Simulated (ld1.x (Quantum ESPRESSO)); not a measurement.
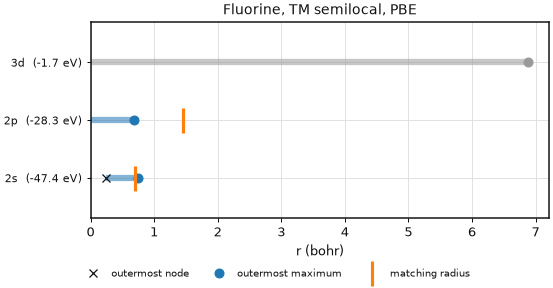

*Outer shells of the all-electron reference atom: each bar runs from the outermost node (or the nucleus) to the outermost maximum of u(r); the tick is the radius chosen for the pseudo-wave. Shells without a tick have no pseudo-wave of their own. Levels, nodes and maxima are from ld1.x, scalar-relativistic.*

- Radii against the shells: 2s: 0.70 bohr, between node and maximum; 2p: 1.45 bohr, outside the maximum.

# F: pseudopotential generation

Fluorine (F, Z = 9), core [He], reference valence 2s2 2p4 (an ion of charge +1), valence charge 7. Computed at this level: TM semilocal potential, PBE, scalar-relativistic, made with ld1.x (Quantum ESPRESSO) 7.5.

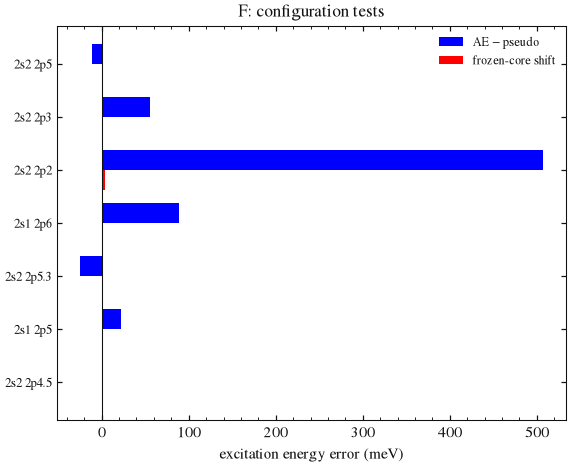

*Errors, all-electron minus pseudo, of the energies of valence configurations relative to the unpolarised reference 2s2 2p4. The frozen-core shift is the all-electron excitation energy with the core held at its reference shape less the relaxed one.*

- Worst configuration: 2s2 2p2 (charge +3): the error is +507 meV on an all-electron energy of +99.02 eV relative to the reference, or 0.51 %.
- Configurations within 10 meV and within 50 meV: 1 and 4 of 7.
- Errors in meV: 2s2 2p5: -11; 2s2 2p3: +56; 2s2 2p2: +507; 2s1 2p6: +89; 2s2 2p5.3: -25; 2s1 2p5: +22; 2s2 2p4.5: -0.1.
- Frozen-core shift where the error is largest: +3.3 meV, beside an error of +507 meV. Freezing the core raises the excitation energy, so by itself it would give an error of -3.3 meV; the rest, +510 meV, comes from the pseudisation.

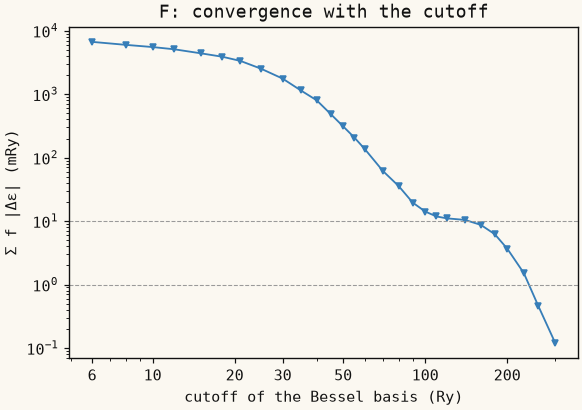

*The pseudo-atom Hamiltonian at the reference potential is diagonalised in spherical Bessel functions (20 bohr box) up to the cutoff. Curve: occupation-weighted sum of the valence levels' distances from their values at 400 Ry.*

- Error at 10 Ry: about 5500 mRy.
- Cutoffs for 10 and 1 mRy in the occupation-weighted sum of levels: 160 Ry and 260 Ry, on the ladder of cutoffs that was run.

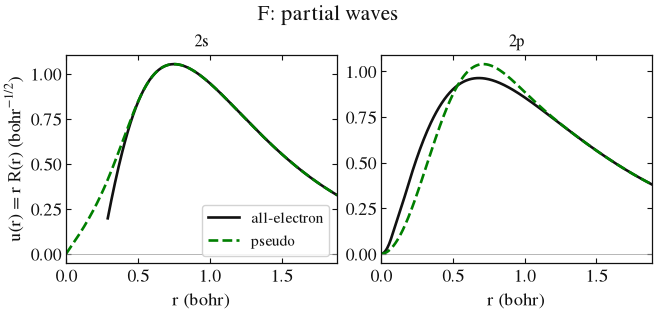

*All-electron valence functions (solid) with their pseudo partners (dashed). The innermost oscillations of some all-electron curves aren't drawn. Reference configuration 2s2 2p4.*

- Matching radii: 2s at 0.70 bohr; 2p at 1.45 bohr. The curves merge smoothly, so the plot gives these only roughly.
- Nodes of the pseudo-waves: 2s has no node; 2p has no node.

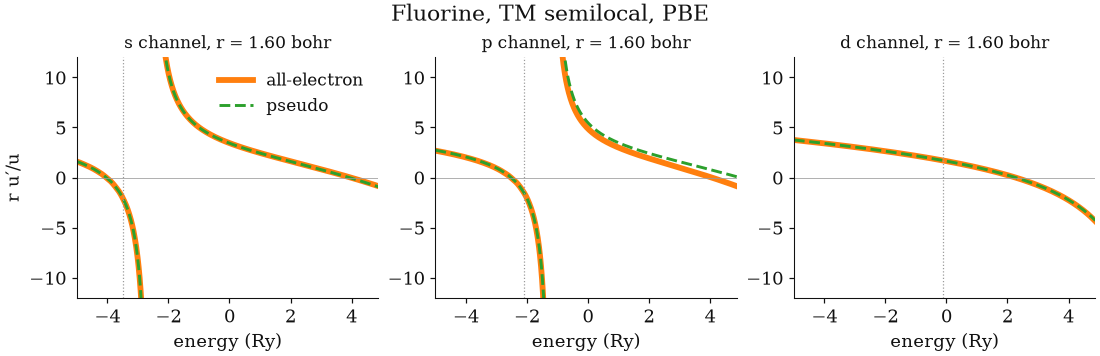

*Logarithmic derivatives r u′/u at the test radius against energy, all-electron atom (solid) and pseudo-atom (dashed). Here u = r R(r). The dotted line marks the reference energy of the channel.*

- Ghost states: the plot shows none: pseudo and all-electron curves have the same branches in all channels drawn. The separate test gives: no ghost state below the valence levels in the s, p, d channels.
- Zeros of the logarithmic derivative: s: all-electron -4.0 and 4.0 Ry, pseudo -4.0 and 3.9 Ry; p: all-electron -2.5 and 4.1 Ry, pseudo -2.5 Ry; d: all-electron 2.3 Ry, pseudo 2.3 Ry.
- Poles, where the radial function vanishes at the test radius: s: all-electron at -2.6 Ry, pseudo at -2.6 Ry; p: all-electron at -1.2 Ry, pseudo at -1.2 Ry; d: all-electron at no energy in the range, pseudo at no energy in the range.

These pictures come from the run below.

## Input
```
 &input
   title='F', zed=9., rel=1, dft='PBE', iswitch=3,
   config='[He] 2s2 2p4 3d-2',
   nld=3, rlderiv=1.60, eminld=-5.0, emaxld=5.0, deld=0.02
 /
 &inputp
   pseudotype=1, tm=.true., lloc=2,
   nlcc=.false.,
   file_pseudopw='F.pp', file_wfcaegen='ae.wfc', file_wfcncgen='nc.wfc'
 /
3
2S  1  0   2.00   0.00  0.70  0.70  0.0
2P  2  1   4.00   0.00  1.45  1.45  0.0
3D  3  2  -2.00  -0.10  1.40  1.40  0.0
 &test
   configts(1)='2s2 2p4'
 /
```

## Input of the test run
```
 &input
   title='F', zed=9., rel=1, dft='PBE', iswitch=2,
   config='[He] 2s2 2p4 3d-2'
 /
 &test
   file_pseudo='F.pp', nconf=8,
   configts(1)='2s2 2p4',
   configts(2)='2s2 2p5',
   configts(3)='2s2 2p3',
   configts(4)='2s2 2p2',
   configts(5)='2s1 2p6',
   configts(6)='2s2 2p5.3',
   configts(7)='2s1 2p5',
   configts(8)='2s2 2p4.5'
 /
```

Run as:
```bash
ld1.x < F.in > F.out
```

## Output
```
     Program LD1 v.7.5
     --------------------------- All-electron run ----------------------------

     F
     scalar relativistic calculation

     atomic number is  9.00
     dft =PBE   lsd =0 sic =0 latt =0  beta=0.20 tr2=1.0E-14
     Exchange-correlation= PBE
                           (   1   4   3   4   0   0   0)
     mesh =1105 r(mesh) =  99.76081 a.u. xmin = -7.00 dx = 0.01250
     1 Ry =  13.60569312 eV, c = 137.03599908

     n l     nl                  e(Ry)          e(Ha)          e(eV)
     1 0     1S 1( 2.00)       -50.2821       -25.1410      -684.1226
     2 0     2S 1( 2.00)        -3.4829        -1.7415       -47.3875
     2 1     2P 1( 4.00)        -2.0807        -1.0403       -28.3087

     final scf error:  2.6E-15 reached in  24 iterations

     Etot =    -198.064175 Ry,     -99.032088 Ha,   -2694.800386 eV

     Ekin =     197.957838 Ry,      98.978919 Ha,    2693.353590 eV
     Encl =    -464.349038 Ry,    -232.174519 Ha,   -6317.790507 eV
     Eh   =      87.742187 Ry,      43.871093 Ha,    1193.793269 eV
     Exc  =     -19.415162 Ry,      -9.707581 Ha,    -264.156738 eV

     normalization and overlap integrals

     s(1S/1S) =  1.000000  <r> =   0.1763  <r2> =    0.0420  r(max) =   0.1139
     s(2S/2S) =  1.000000  <r> =   0.9615  <r2> =    1.1139  r(max) =   0.7522
     s(2P/2P) =  1.000000  <r> =   0.9832  <r2> =    1.2443  r(max) =   0.6806

     ------------------------ End of All-electron run ------------------------

     --------------------- Generating NC pseudopotential ---------------------

      Generating local pot.: lloc=2, matching radius rcloc =   1.4000

      Wfc   2S  rcut= 0.707  Using Troullier-Martins method

      Wfc   2P  rcut= 1.459  Using Troullier-Martins method

     ------------------- End of pseudopotential generation -------------------

     --------------------------- All-electron run ----------------------------

     F
     scalar relativistic calculation

     atomic number is  9.00
     dft =PBE   lsd =0 sic =0 latt =0  beta=0.20 tr2=1.0E-14
     Exchange-correlation= PBE
                           (   1   4   3   4   0   0   0)
     mesh =1105 r(mesh) =  99.76081 a.u. xmin = -7.00 dx = 0.01250
     1 Ry =  13.60569312 eV, c = 137.03599908

     n l     nl                  e(Ry)          e(Ha)          e(eV)
     1 0     1S 1( 2.00)       -50.2821       -25.1410      -684.1226
     2 0     2S 1( 2.00)        -3.4829        -1.7415       -47.3875
     2 1     2P 1( 4.00)        -2.0807        -1.0403       -28.3087

     final scf error:  2.6E-15 reached in  24 iterations

     Etot =    -198.064175 Ry,     -99.032088 Ha,   -2694.800386 eV

     Ekin =     197.957838 Ry,      98.978919 Ha,    2693.353590 eV
     Encl =    -464.349038 Ry,    -232.174519 Ha,   -6317.790507 eV
     Eh   =      87.742187 Ry,      43.871093 Ha,    1193.793269 eV
     Exc  =     -19.415162 Ry,      -9.707581 Ha,    -264.156738 eV

     normalization and overlap integrals

     s(1S/1S) =  1.000000  <r> =   0.1763  <r2> =    0.0420  r(max) =   0.1139
     s(2S/2S) =  1.000000  <r> =   0.9615  <r2> =    1.1139  r(max) =   0.7522
     s(2P/2P) =  1.000000  <r> =   0.9832  <r2> =    1.2443  r(max) =   0.6806

     ------------------------ End of All-electron run ------------------------

     Computing logarithmic derivative in   1.60247
     Computing logarithmic derivative in   1.60247
     Computing the partial wave expansion
     R is outside the sphere for l=    0 j= 0.00
     R is outside the sphere for l=    1 j= 0.00
       no projector for channel:   2

     ---------------------- Testing the pseudopotential ----------------------

     F
     scalar relativistic calculation

     atomic number is  9.00   valence charge is  7.00
     dft =PBE   lsd =0 sic =0 latt =0  beta=0.20 tr2=1.0E-14
     mesh =1105 r(mesh) =  99.76081 xmin = -7.00 dx = 0.01250

     n l     nl             e AE (Ry)        e PS (Ry)    De AE-PS (Ry)
     1 0     2S   1( 2.00)       -3.48292       -3.48300        0.00008
     2 1     2P   1( 4.00)       -2.08065       -2.08066        0.00000

     eps = 6.1E-16  iter =  6

     Etot =    -198.064175 Ry,     -99.032088 Ha,   -2694.800386 eV
     Etotps =   -46.205484 Ry,     -23.102742 Ha,    -628.657630 eV

     Ekin =      30.278375 Ry,      15.139187 Ha,     411.958277 eV
     Encl =     -97.881851 Ry,     -48.940925 Ha,   -1331.750424 eV
     Ehrt =      33.236521 Ry,      16.618260 Ha,     452.205902 eV
     Ecxc =      -7.895845 Ry,      -3.947923 Ha,    -107.428449 eV
     Epseu=      -3.942683 Ry,      -1.971342 Ha,     -53.642936 eV

     ---------------------- End of pseudopotential test ----------------------
```

## Output of the test run (extracts)
```
     ---------------------- Testing the pseudopotential ----------------------

     F
     scalar relativistic calculation

     atomic number is  9.00   valence charge is  7.00
     dft =PBE   lsd =0 sic =0 latt =0  beta=0.20 tr2=1.0E-14
     mesh =1105 r(mesh) =  99.76081 xmin = -7.00 dx = 0.01250

     n l     nl             e AE (Ry)        e PS (Ry)    De AE-PS (Ry)
     1 0     2S   1( 2.00)       -3.48292       -3.48300        0.00008
     2 1     2P   1( 4.00)       -2.08065       -2.08066        0.00000

     eps = 2.3E-15  iter = 21

     Etot =    -198.064175 Ry,     -99.032088 Ha,   -2694.800386 eV
     Etotps =   -46.205484 Ry,     -23.102742 Ha,    -628.657633 eV

     Ekin =      30.278375 Ry,      15.139187 Ha,     411.958275 eV
     Encl =     -97.881851 Ry,     -48.940925 Ha,   -1331.750426 eV
     Ehrt =      33.236521 Ry,      16.618260 Ha,     452.205903 eV
     Ecxc =      -7.895845 Ry,      -3.947923 Ha,    -107.428449 eV
     Epseu=      -3.942683 Ry,      -1.971342 Ha,     -53.642937 eV

     ---------------------- End of pseudopotential test ----------------------

     ---------------------- Testing the pseudopotential ----------------------

     F
     scalar relativistic calculation

     atomic number is  9.00   valence charge is  7.00
     dft =PBE   lsd =0 sic =0 latt =0  beta=0.20 tr2=1.0E-14
     mesh =1105 r(mesh) =  99.76081 xmin = -7.00 dx = 0.01250

     n l     nl             e AE (Ry)        e PS (Ry)    De AE-PS (Ry)
     1 0     2S   1( 2.00)       -2.19758       -2.18844       -0.00914  !
     2 1     2P   1( 5.00)       -0.81670       -0.81388       -0.00282

     eps = 6.6E-16  iter = 15

     Etot =    -199.489330 Ry,     -99.744665 Ha,   -2714.190600 eV
     Etotps =   -47.629820 Ry,     -23.814910 Ha,    -648.036708 eV
     dEtot_ae =      -1.425154 Ry
     dEtot_ps =      -1.424336 Ry,   Delta E=      -0.000819 Ry

     Ekin =      32.551592 Ry,      16.275796 Ha,     442.886978 eV
     Encl =    -108.418469 Ry,     -54.209235 Ha,   -1475.108421 eV
     Ehrt =      41.820546 Ry,      20.910273 Ha,     568.997515 eV
     Ecxc =      -8.940194 Ry,      -4.470097 Ha,    -121.637539 eV
     Epseu=      -4.643295 Ry,      -2.321647 Ha,     -63.175241 eV

     ---------------------- End of pseudopotential test ----------------------

     ---------------------- Testing the pseudopotential ----------------------

     F
     scalar relativistic calculation

     atomic number is  9.00   valence charge is  7.00
     dft =PBE   lsd =0 sic =0 latt =0  beta=0.20 tr2=1.0E-14
     mesh =1105 r(mesh) =  99.76081 xmin = -7.00 dx = 0.01250

     n l     nl             e AE (Ry)        e PS (Ry)    De AE-PS (Ry)
     1 0     2S   1( 2.00)       -4.99731       -5.00223        0.00492
     2 1     2P   1( 3.00)       -3.60167       -3.58892       -0.01275  !

     eps = 2.2E-15  iter = 24

     Etot =    -195.242940 Ry,     -97.621470 Ha,   -2656.415525 eV
     Etotps =   -43.388343 Ry,     -21.694172 Ha,    -590.328483 eV
     dEtot_ae =       2.821235 Ry
     dEtot_ps =       2.817141 Ry,   Delta E=       0.004095 Ry

     Ekin =      26.491687 Ry,      13.245843 Ha,     360.437757 eV
     Encl =     -85.029635 Ry,     -42.514817 Ha,   -1156.887115 eV
     Ehrt =      24.553944 Ry,      12.276972 Ha,     334.073430 eV
     Ecxc =      -6.626793 Ry,      -3.313396 Ha,     -90.162109 eV
     Epseu=      -2.777547 Ry,      -1.388773 Ha,     -37.790446 eV

     ---------------------- End of pseudopotential test ----------------------

     ---------------------- Testing the pseudopotential ----------------------

     F
     scalar relativistic calculation

     atomic number is  9.00   valence charge is  7.00
     dft =PBE   lsd =0 sic =0 latt =0  beta=0.20 tr2=1.0E-14
     mesh =1105 r(mesh) =  99.76081 xmin = -7.00 dx = 0.01250

     n l     nl             e AE (Ry)        e PS (Ry)    De AE-PS (Ry)
     1 0     2S   1( 2.00)       -6.70364       -6.69560       -0.00804  !
     2 1     2P   1( 2.00)       -5.34782       -5.28616       -0.06166  !

     eps = 5.0E-15  iter = 28

     Etot =    -190.786158 Ry,     -95.393079 Ha,   -2595.777923 eV
     Etotps =   -38.964703 Ry,     -19.482352 Ha,    -530.141794 eV
     dEtot_ae =       7.278017 Ry
     dEtot_ps =       7.240781 Ry,   Delta E=       0.037236 Ry

     Ekin =      21.220838 Ry,      10.610419 Ha,     288.724203 eV
     Encl =     -70.342296 Ry,     -35.171148 Ha,    -957.055693 eV
     Ehrt =      16.516463 Ry,       8.258232 Ha,     224.717932 eV
     Ecxc =      -5.216795 Ry,      -2.608398 Ha,     -70.978113 eV
     Epseu=      -1.142913 Ry,      -0.571457 Ha,     -15.550124 eV

     ---------------------- End of pseudopotential test ----------------------

     ---------------------- Testing the pseudopotential ----------------------

     F
     scalar relativistic calculation

     atomic number is  9.00   valence charge is  7.00
     dft =PBE   lsd =0 sic =0 latt =0  beta=0.20 tr2=1.0E-14
     mesh =1105 r(mesh) =  99.76081 xmin = -7.00 dx = 0.01250

     n l     nl             e AE (Ry)        e PS (Ry)    De AE-PS (Ry)
     1 0     2S   1( 1.00)       -2.23280       -2.22420       -0.00860  !
     2 1     2P   1( 6.00)       -0.84819       -0.84789       -0.00030

     eps = 8.6E-16  iter = 19

     Etot =    -198.106554 Ry,     -99.053277 Ha,   -2695.376983 eV
     Etotps =   -46.254400 Ry,     -23.127200 Ha,    -629.323177 eV
     dEtot_ae =      -0.042379 Ry
     dEtot_ps =      -0.048917 Ry,   Delta E=       0.006537 Ry

     Ekin =      36.363838 Ry,      18.181919 Ha,     494.755217 eV
     Encl =    -108.106617 Ry,     -54.053308 Ha,   -1470.865449 eV
     Ehrt =      41.564499 Ry,      20.782249 Ha,     565.513818 eV
     Ecxc =      -8.895017 Ry,      -4.447508 Ha,    -121.022870 eV
     Epseu=      -7.181104 Ry,      -3.590552 Ha,     -97.703892 eV

     ---------------------- End of pseudopotential test ----------------------

     ---------------------- Testing the pseudopotential ----------------------

     F
     scalar relativistic calculation

     atomic number is  9.00   valence charge is  7.00
     dft =PBE   lsd =0 sic =0 latt =0  beta=0.20 tr2=1.0E-14
     mesh =1105 r(mesh) =  99.76081 xmin = -7.00 dx = 0.01250

     n l     nl             e AE (Ry)        e PS (Ry)    De AE-PS (Ry)
     1 0     2S   1( 2.00)       -1.86725       -1.85633       -0.01092  !
     2 1     2P   1( 5.30)       -0.49676       -0.49283       -0.00393

     eps = 3.2E-15  iter = 17

     Etot =    -199.685554 Ry,     -99.842777 Ha,   -2716.860368 eV
     Etotps =   -47.825040 Ry,     -23.912520 Ha,    -650.692817 eV
     dEtot_ae =      -1.621379 Ry
     dEtot_ps =      -1.619556 Ry,   Delta E=      -0.001823 Ry

     Ekin =      32.940883 Ry,      16.470442 Ha,     448.183551 eV
     Encl =    -111.021415 Ry,     -55.510708 Ha,   -1510.523303 eV
     Ehrt =      44.214508 Ry,      22.107254 Ha,     601.569025 eV
     Ecxc =      -9.193413 Ry,      -4.596706 Ha,    -125.082752 eV
     Epseu=      -4.765603 Ry,      -2.382802 Ha,     -64.839338 eV

     ---------------------- End of pseudopotential test ----------------------

     ---------------------- Testing the pseudopotential ----------------------

     F
     scalar relativistic calculation

     atomic number is  9.00   valence charge is  7.00
     dft =PBE   lsd =0 sic =0 latt =0  beta=0.20 tr2=1.0E-14
     mesh =1105 r(mesh) =  99.76081 xmin = -7.00 dx = 0.01250

     n l     nl             e AE (Ry)        e PS (Ry)    De AE-PS (Ry)
     1 0     2S   1( 1.00)       -3.49542       -3.50211        0.00669  !
     2 1     2P   1( 5.00)       -2.08974       -2.09963        0.00989  !

     eps = 6.8E-15  iter = 35

     Etot =    -196.660171 Ry,     -98.330085 Ha,   -2675.697932 eV
     Etotps =   -44.803123 Ry,     -22.401562 Ha,    -609.577545 eV
     dEtot_ae =       1.404004 Ry
     dEtot_ps =       1.402361 Ry,   Delta E=       0.001644 Ry

     Ekin =      34.437439 Ry,      17.218719 Ha,     468.545223 eV
     Encl =     -97.756700 Ry,     -48.878350 Ha,   -1330.047662 eV
     Ehrt =      33.113651 Ry,      16.556826 Ha,     450.534174 eV
     Ecxc =      -7.874262 Ry,      -3.937131 Ha,    -107.134788 eV
     Epseu=      -6.723251 Ry,      -3.361626 Ha,     -91.474492 eV

     ---------------------- End of pseudopotential test ----------------------

     ---------------------- Testing the pseudopotential ----------------------

     F
     scalar relativistic calculation

     atomic number is  9.00   valence charge is  7.00
     dft =PBE   lsd =0 sic =0 latt =0  beta=0.20 tr2=1.0E-14
     mesh =1105 r(mesh) =  99.76081 xmin = -7.00 dx = 0.01250

     n l     nl             e AE (Ry)        e PS (Ry)    De AE-PS (Ry)
     1 0     2S   1( 2.00)       -2.80814       -2.80335       -0.00478
     2 1     2P   1( 4.50)       -1.41356       -1.41289       -0.00067

     eps = 9.6E-15  iter = 14

     Etot =    -198.934914 Ry,     -99.467457 Ha,   -2706.647396 eV
     Etotps =   -47.076219 Ry,     -23.538109 Ha,    -640.504588 eV
     dEtot_ae =      -0.870739 Ry
     dEtot_ps =      -0.870735 Ry,   Delta E=      -0.000004 Ry

     Ekin =      31.603944 Ry,      15.801972 Ha,     429.993562 eV
     Encl =    -103.477903 Ry,     -51.738951 Ha,   -1407.888589 eV
     Ehrt =      37.600004 Ry,      18.800002 Ha,     511.574119 eV
     Ecxc =      -8.452184 Ry,      -4.226092 Ha,    -114.997821 eV
     Epseu=      -4.350080 Ry,      -2.175040 Ha,     -59.185859 eV

     ---------------------- End of pseudopotential test ----------------------
```

## Summary

- outcome: generated
- cutoffs needed: 160 Ry and 260 Ry (the cutoffs, on a coarse ladder, from which the occupation-weighted sum of valence levels, in a spherical-Bessel basis at the reference potential, stays within 10 and 1 mRy of its value at 400 Ry); ghost states and empty shells don't enter this sum
- ghost test: no ghost state below the valence levels in the s, p, d channels (spherical-Bessel basis up to 400 Ry, 20 bohr box)
- largest excitation error: +507 meV (all-electron minus pseudo) for 2s2 2p2, out of 7 test configurations
- range over which the phases arctan(r u′/u) at the test radius agree within 0.05 rad (a looser test near the poles than one of phase shifts): s: over the whole range computed; p: up to about 1.2 Ry; d: over the whole range computed
- hardware: 1 CPU thread, shared host
- wall time: 1.2 s

## Notes

An excitation error of 507 meV in its own tests makes this a poorly transferable potential.
